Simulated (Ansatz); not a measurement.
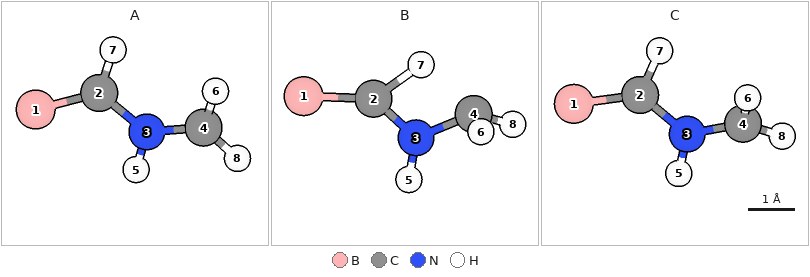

3 geometries from a converged minimum-energy path of C$_{2}$H$_{4}$BN, shuffled. A ball-and-stick model, seen at a tilt.

The calculation used RKS BHLYP/6-31G* (Ansatz). Settings: 9 movable images; climbing image; force threshold 0.03 eV/Å; iteration limit 60; starting path through a guess of the saddle point.

One of them is the converged climbing image. Which?

Answer. B. In order along the path, whose images run from 0 to 10: B (image 4, +2.84 eV), C (image 7, +0.19 eV), A (image 9, −0.40 eV). A hydrogen atom shifts from one atom to another. Breaking: C4–H7 (1.08 → 1.58 at the top → 2.70 Å). Forming: C2–H7 (2.55 → 1.35 at the top → 1.08 Å).
